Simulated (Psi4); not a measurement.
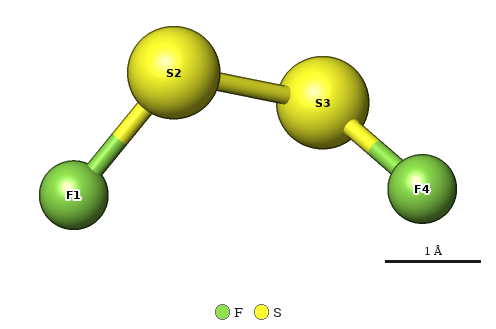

Fig. 1: The structure (ball-and-stick view, seen at a tilt; atoms are numbered from 1 in the order of the input).

# Excited-state calculation, with input and output: S2F2

- system: S2F2 (Difluorodisulfane)
- method: TDDFT (B3PW91)/heavy-aug-cc-pVDZ, RKS (Psi4 1.11)

The run did not end well. The geometry comes from this level: GFN2-xTB (4 decimals).

### The program's output
```
Psi4 1.11 release

   => Loading Basis Set <=

    Name: HEAVY-AUG-CC-PVDZ
    Role: ORBITAL
    Keyword: BASIS

         ---------------------------------------------------------
                                   SCF
                              RKS Reference
                        1 Threads,   1525 MiB Core
         ---------------------------------------------------------

  ==> Geometry <==

    Molecular point group: c1
    Full point group: C1

    Geometry (in Angstrom), charge = 0, multiplicity = 1:

       Center              X                  Y                   Z               Mass
    ------------   -----------------  -----------------  -----------------  -----------------
         F           -1.883201742163    -0.285587784316    -0.520786601369    18.998403162730
         S           -0.535101742163     0.741612215684    -0.516586601369    31.972071174400
         S            0.979698257837    -0.367387784316    -0.110686601369    31.972071174400
         F            1.134998257837    -0.344187784316     1.576413398631    18.998403162730

  Running in c1 symmetry.

  Rotational constants: A =      0.34393  B =      0.08999  C =      0.08386 [cm^-1]
  Rotational constants: A =  10310.87421  B =   2697.91157  C =   2513.98702 [MHz]
  Nuclear repulsion =  224.833909013296534

  Charge       = 0
  Multiplicity = 1
  Electrons    = 50
  Nalpha       = 25
  Nbeta        = 25

  ==> Algorithm <==

  SCF Algorithm Type is MEM_DF.
  DIIS disabled.
  MOM disabled.
  Fractional occupation disabled.
  Guess Type is CORE.
  Energy threshold   = 1.00e-06
  Density threshold  = 1.00e-06
  Integral threshold = 1.00e-12

  ==> Primary Basis <==

  Basis Set: HEAVY-AUG-CC-PVDZ
    Blend: HEAVY-AUG-CC-PVDZ
    Number of shells: 40
    Number of basis functions: 100
    Number of Cartesian functions: 108
    Spherical Harmonics?: true
    Max angular momentum: 2

  ==> DFT Potential <==

   => LibXC <=

    Version 7.1.2

   => Composite Functional: B3PW91 <=

    B3PW91 Hyb-GGA Exchange-Correlation Functional

    Deriv               =              1
    GGA                 =           TRUE
    Meta                =          FALSE

    Exchange Hybrid     =           TRUE
    MP2 Hybrid          =          FALSE

   => Exchange Functionals <=

    0.0800   Slater exchange
    0.7200         Becke 88

   => Exact (HF) Exchange <=

    0.2000               HF

   => Correlation Functionals <=

   => LibXC Density Thresholds  <==

    XC_HYB_GGA_XC_B3PW91:  1.00E-15

   => Molecular Quadrature <=

    Radial Scheme          =       TREUTLER
    Pruning Scheme         =           NONE
    Nuclear Scheme         =       TREUTLER

    Blocking Scheme        =         OCTREE
    BS radius alpha        =              1
    Pruning alpha          =              1
    Radial Points          =             75
    Spherical Points       =            302
    Total Points           =          88112
    Total Blocks           =            707
    Max Points             =            256
    Max Functions          =            100
    Weights Tolerance      =       1.00E-15

   => Loading Basis Set <=

    Name: (HEAVY-AUG-CC-PVDZ AUX)
    Role: JKFIT
    Keyword: DF_BASIS_SCF

  ==> Integral Setup <==

  DFHelper Memory: AOs need 0.034 GiB; user supplied 0.897 GiB.
  SCF_SUBTYPE=INCORE selected. In-core MEM_DF algorithm will be used.
  Using in-core AOs.

  ==> MemDFJK: Density-Fitted J/K Matrices <==

    J tasked:                   Yes
    K tasked:                   Yes
    wK tasked:                   No
    Memory [MiB]:               918
    Algorithm:                 Core
    Schwarz Cutoff:           1E-12
    Mask sparsity (%):       2.0000
    Fitting Condition:        1E-10

   => Auxiliary Basis Set <=

  Basis Set: (HEAVY-AUG-CC-PVDZ AUX)
    Blend: HEAVY-AUG-CC-PVDZ-JKFIT
    Number of shells: 136
    Number of basis functions: 428
    Number of Cartesian functions: 502
    Spherical Harmonics?: true
    Max angular momentum: 3

  Cached 100.0% of DFT collocation blocks in 0.220 [GiB].

  Minimum eigenvalue in the overlap matrix is 1.0265930187E-03.
  Reciprocal condition number of the overlap matrix is 1.8315619839E-04.
    Using symmetric orthogonalization.

  ==> Pre-Iterations <==

  SCF Guess: Core (One-Electron) Hamiltonian.

   -------------------------------------------------------
    Irrep   Nso     Nmo     Nalpha   Nbeta   Ndocc  Nsocc
   -------------------------------------------------------
     A        100     100      25      25      25       0
   -------------------------------------------------------
    Total     100     100      25      25      25       0
   -------------------------------------------------------

  ==> Iterations <==

                           Total Energy        Delta E     RMS |[F,P]|

   @DF-RKS iter   1:  -972.32079245832301   -9.72321e+02   5.34772e-02
   @DF-RKS iter   2:  -962.62869608619269    9.69210e+00   5.63967e-02
   @DF-RKS iter   3:  -954.48862683452228    8.14007e+00   5.50465e-02
   @DF-RKS iter   4:  -869.30948855425095    8.51791e+01   1.25071e-01
   @DF-RKS iter   5:  -903.75418813013380   -3.44447e+01   1.04079e-01
   @DF-RKS iter   6:  -889.81454816927555    1.39396e+01   1.18442e-01
   @DF-RKS iter   7:  -898.30769179143988   -8.49314e+00   1.11864e-01
   @DF-RKS iter   8:  -892.89681585036146    5.41088e+00   1.16316e-01
   @DF-RKS iter   9:  -896.52433462995589   -3.62752e+00   1.14029e-01
   @DF-RKS iter  10:  -893.88729450546919    2.63704e+00   1.15917e-01
[... 80 lines of further cycles ...]
   @DF-RKS iter  91:  -895.08868564540944   -2.96756e-01   1.15246e-01
   @DF-RKS iter  92:  -894.79192922134939    2.96756e-01   1.15441e-01
   @DF-RKS iter  93:  -895.08868564540785   -2.96756e-01   1.15246e-01
   @DF-RKS iter  94:  -894.79192922134928    2.96756e-01   1.15441e-01
   @DF-RKS iter  95:  -895.08868564540899   -2.96756e-01   1.15246e-01
   @DF-RKS iter  96:  -894.79192922134860    2.96756e-01   1.15441e-01
   @DF-RKS iter  97:  -895.08868564541024   -2.96756e-01   1.15246e-01
   @DF-RKS iter  98:  -894.79192922134837    2.96756e-01   1.15441e-01
   @DF-RKS iter  99:  -895.08868564540956   -2.96756e-01   1.15246e-01
   @DF-RKS iter 100:  -894.79192922135053    2.96756e-01   1.15441e-01

PsiException: Could not converge SCF iterations in 100 iterations.

  Failed to converge.
```

### Standard output
```
Traceback (most recent call last):
  [frames left out]
psi4.driver.p4util.exceptions.SCFConvergenceError: Could not converge SCF iterations in 100 iterations.
```

The run was set up as follows.

### Input (job.py)
```python
import psi4
from rdkit import Chem

psi4.set_memory('1600 MB')
psi4.set_num_threads(1)
psi4.set_output_file('f2s2.out', False)

rd = Chem.SDMolSupplier('f2s2.sdf', removeHs=False, sanitize=False)[0]
xyz = rd.GetConformer().GetPositions()
atoms = '\n'.join(f'{a.GetSymbol()} {x:.4f} {y:.4f} {z:.4f}' for a, (x, y, z) in zip(rd.GetAtoms(), xyz))
geom = psi4.geometry('0 1\n' + atoms + '\nsymmetry c1')

psi4.set_options({
    'basis': 'heavy-aug-cc-pVDZ',
    'scf_type': 'mem_df',
    'save_jk': True,
    'diis': False,
    'scf_initial_accelerator': 'none',
    'guess': 'core',
    'maxiter': 100,
})

from psi4.driver.procrouting.response.scf_response import tdscf_excitations
e, wfn = psi4.energy("B3PW91", return_wfn=True)
states = tdscf_excitations(wfn, states=6, tda=False, triplets='only')
for k, s in enumerate(states, 1):
    print(f"root {k}: {s['EXCITATION ENERGY'] * 27.211386:.4f} eV  f = {s['OSCILLATOR STRENGTH (LEN)']:.4f}  {s['SYMMETRY']}")
print(f'B3PW91 energy: {e:.10f} Eh')
```

### File f2s2.sdf
```

     RDKit          3D

  4  3  0  0  0  0  0  0  0  0999 V2000
   -1.8073   -0.2217   -0.6279 F   0  0  0  0  0  0  0  0  0  0  0  0
   -0.4592    0.8055   -0.6237 S   0  0  0  0  0  0  0  0  0  0  0  0
    1.0556   -0.3035   -0.2178 S   0  0  0  0  0  0  0  0  0  0  0  0
    1.2109   -0.2803    1.4693 F   0  0  0  0  0  0  0  0  0  0  0  0
  2  1  1  0
  3  2  1  0
  4  3  1  0
M  END
$$$$
```

Run as:
```bash
python job.py
```

### What the run reported

```json
{"quantity": "outcome", "value": "not converged"}
{"quantity": "hardware", "value": "1 thread of Intel Xeon (Granite Rapids), 16 GiB of memory available, shared host"}
{"quantity": "wall time", "value": "21 s"}
{"quantity": "peak memory", "value": "0.45 GiB"}
```

### What went wrong

Some settings of this run were drawn to be unusual or wrong (diis set to false; scf_initial_accelerator set to none; guess set to core; maxiter set to 100). The run did not converge: “psi4.driver.p4util.exceptions.SCFConvergenceError: Could not converge SCF iterations in 100 iterations.” Its last values are not results.
